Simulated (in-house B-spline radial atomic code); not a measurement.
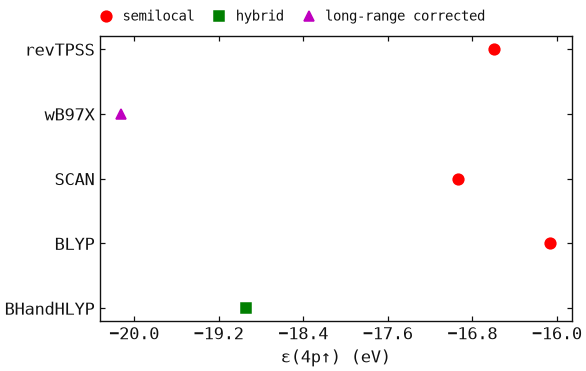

Se⁺ (Z = 34, 33 electrons); electrons: [Ar] 3d10 4s2 4p3 (high spin). All runs are scalar-relativistic, spin-polarised and spherical, computed with an in-house B-spline radial code (spin-free X2C). The plot shows the eigenvalue (eV) of the 4p up orbital by 5 methods.

Rank the methods.

The deepest is wB97X (−20.1) and the shallowest BLYP (−16.1), a spread of 4.06 eV. In order (eV): wB97X (−20.1), BHandHLYP (−18.9), SCAN (−16.9), revTPSS (−16.6), BLYP (−16.1). On the whole, exact exchange removes self-interaction and deepens occupied levels. The measured ionisation energy (NIST) is 21.2 eV, and minus the eigenvalue comes closest to it for wB97X.
